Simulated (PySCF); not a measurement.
C$_{4}$H$_{4}$O$_{2}$Si (SMILES O=CC1=C[SiH2]C1=O)

Input file:

```
{"job": {"kind": "nmr", "xc": "PBE0", "basis": "pcSseg-1"}, "charge": 0, "multiplicity": 1}
O      2.745170    -0.019584     1.016169
C      2.054671     0.048411     0.031535
C      0.589313     0.011930     0.031930
C     -0.281463    -0.095692     1.065824
Si    -1.874974    -0.048134     0.017758
C     -0.315518     0.088254    -1.150562
O     -0.056367     0.192505    -2.319547
H      2.489377     0.146573    -0.981389
H     -0.000269    -0.175374     2.103594
H     -2.702448     1.140400     0.180474
H     -2.642067    -1.286617    -0.021751
```

Run with:

```sh
OMP_NUM_THREADS=1 python probes_run.py task.json out
```

Geometry: GFN2-xTB.

The calculation used PBE0/pcSseg-1, SCF density, gas phase, non-relativistic (PySCF).

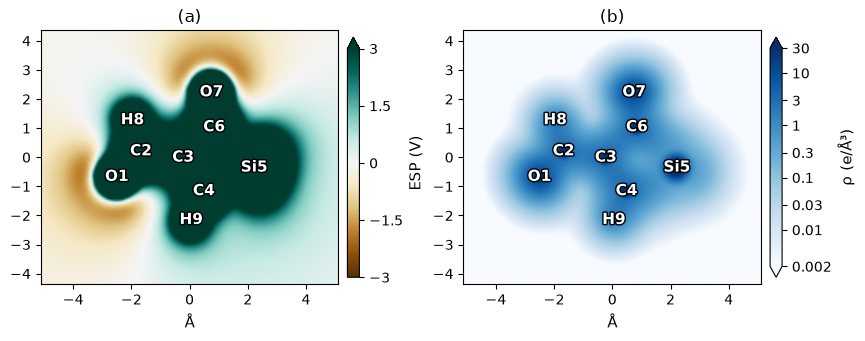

Figure 1. (a) electrostatic potential; (b) electron density on the plane of atoms C3, C2 and H8.

### What do the fields say about this system?

- The section cuts through O, C, Si and H sites.
- C–O (1.20 Å): ρ at the midpoint is about 3.3 e/Å³.
- C–C (1.36 Å): the density is about 2.2 e/Å³ at the midpoint.
- C–Si (1.91 Å): ρ at the midpoint is about 0.88 e/Å³.
- C–H (1.08 Å): ρ at the midpoint is about 2.1 e/Å³.
- C–C (1.47 Å): ρ is about 1.9 e/Å³ halfway.
- Outside the dense part of the molecule the potential is most negative (−1.8 V) near O1.

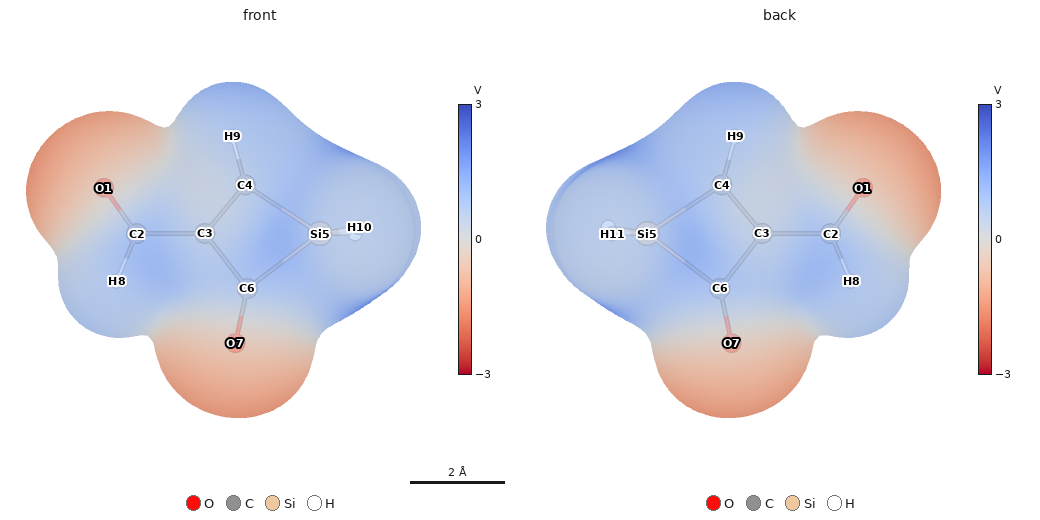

Figure 2. The molecular electrostatic potential painted on the density surface at 0.002 e/bohr³, seen from the front and from behind; red is negative and blue positive.

### Where is the surface potential most negative and most positive?

The most negative region (about −1.5 V) lies over O1 and O7, the most positive (about +2.0 V) over Si5.
